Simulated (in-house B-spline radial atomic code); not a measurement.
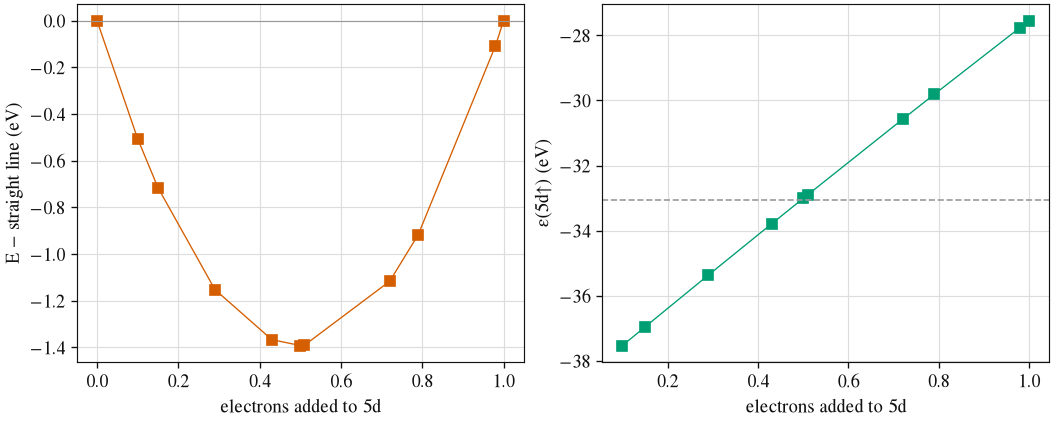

Method: scalar-relativistic (spin-free one-electron X2C) BP86, spin-polarised, spherical fractional occupations, Fermi nucleus, basis-set limit; computed with an in-house B-spline radial code. The occupation of the 5d shell is varied from Hf⁴⁺ ([Xe] 4f14) to Hf³⁺ ([Xe] 4f14 5d1 (high spin)), with spherical fractional occupations. The plot shows the total energy less the straight line between the end points, and the eigenvalue of 5d↑ (the dashed line is minus the energy to take the whole electron out).

**Describe the curve.**

The curve is convex (below the straight line), with the largest deviation among the points computed, −1.39 eV, at 0.5. The end points differ by 33.0 eV, the energy to take the electron out. The eigenvalue, which is the slope of the energy (Janak's theorem), moves from −37.5 eV at 0.1 to −27.5 eV at 1; for a straight line it would stay constant, and a parabola would sag by an eighth of this change, scaled to a whole electron, 1.39 eV. Convexity is the mark of the delocalisation error, which puts fractional charges too low; for p, d and f shells the spherical spreading of the fraction adds to it.
